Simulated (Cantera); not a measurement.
Feed: 1 mol SiO2, 1.4 mol F2, 7.8 mol H2, equilibrated at 925 K.

Method: chemical equilibrium by Gibbs-energy minimisation in Cantera with the NASA 1993 tables (ideal gas, pure condensed phases). Candidate condensed phases: H2O, Si, SiO2; 38 gas species. Kinetics and transport are ignored.

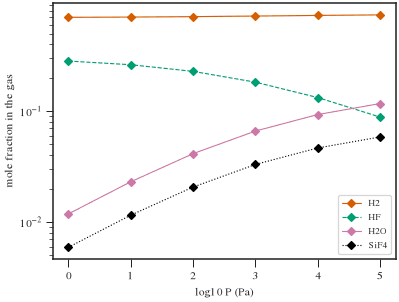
Figure. Equilibrium gas composition (values under 1e-9 drawn at 1e-9)

Problem. Read off the mole fractions at 10.0 Pa.

Solution. H2 about 0.70, HF about 0.26, H2O about 0.023, SiF4 about 0.012.
